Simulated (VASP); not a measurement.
Band structure of Bi2Te3 (tetradymite). Computed with PBEsol GGA, VASP's PBE PAW potentials (set 64) (plane waves; VASP).

Without a dispersion term in the relaxation, distances and binding between the weakly bound layers, chains or molecules are unreliable, and so is what depends on them. Unless said otherwise, spin-orbit coupling is left out, though it shifts the bands of the heavy elements here.

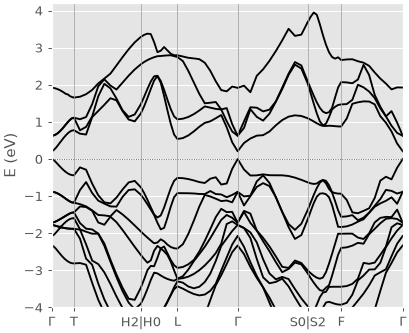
Fig. 1. Bands along high-symmetry lines, zero at the valence-band maximum or, without a gap, the Fermi level

Task: Read the plot: is there a gap, and where are the band edges?

Result: The gap is direct, 0.21 eV, from the valence maximum at Γ to the conduction minimum at Γ. (Edges off the drawn lines would not show.)

The compound is Bi2Te3 in the tetradymite structure. It was relaxed first.
